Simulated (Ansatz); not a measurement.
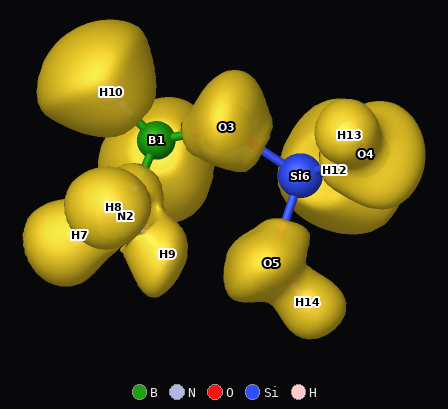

Figure. BH$_{8}$NO$_{3}$Si (SMILES [NH3+][BH2-]O[SiH](O)O). Isosurface of the electron localisation function at 0.75 (yellow), seen across its widest extent. Only the valence region is drawn (cores and ρ < 0.01 e/Å³ removed).

Geometry: PBE0-D4/def2-SVP.

Level of theory: isolated molecule in a Gaussian basis; Kohn-Sham density functional theory, functional PBE0 in Ansatz.

Input

```
crystal:
  periodic: [false, false, false]
  atoms:
    - {symbol: B, position_ang: [-0.305569, -0.267863, -0.242811]}
    - {symbol: N, position_ang: [0.263696, 1.187064, -0.761174]}
    - {symbol: O, position_ang: [-1.311946, -0.640019, -1.231108]}
    - {symbol: O, position_ang: [-2.332361, -1.245257, -3.651459]}
    - {symbol: O, position_ang: [0.070353, 0.069374, -3.325095]}
    - {symbol: Si, position_ang: [-0.960958, -1.136947, -2.736709]}
    - {symbol: H, position_ang: [1.077771, 1.490090, -0.227921]}
    - {symbol: H, position_ang: [-0.455741, 1.907533, -0.695371]}
    - {symbol: H, position_ang: [0.511656, 1.075359, -1.757083]}
    - {symbol: H, position_ang: [-0.775905, -0.068208, 0.870670]}
    - {symbol: H, position_ang: [0.696959, -0.987079, -0.232741]}
    - {symbol: H, position_ang: [-0.280612, -2.446377, -2.874330]}
    - {symbol: H, position_ang: [-3.049035, -0.662446, -3.381933]}
    - {symbol: H, position_ang: [0.443373, -0.071450, -4.200498]}
basis:
  gaussian: {orbitals: def2-SVPD}
output: {forces: true, orbitals: {seedname: orbitals}}
hamiltonian: {xc: pbe0}
```

Run with:

```sh
ansatz run input.yaml --threads 2 --pin off --max-ram 6090MiB --events-out events.jsonl --progress --plain --runs-dir runs
```

Describe the localisation domains.

Answer. At this value the surface marks out three regions around hydrogen nuclei, one region on O in which the atom's valence shell and bonds are merged, one joined region spread over several atoms (H, N), in which their bonds and any lone pairs are merged and two joined regions spread over several atoms (H, O), in which their bonds and any lone pairs are merged. Profiles from the grid: B–O (1.46 Å): the ELF peaks at about 0.90 between the atoms (a polar covalent bond). Si–O (1.62 Å): the ELF peaks at about 0.85 between the atoms (a short, strongly polar bond).
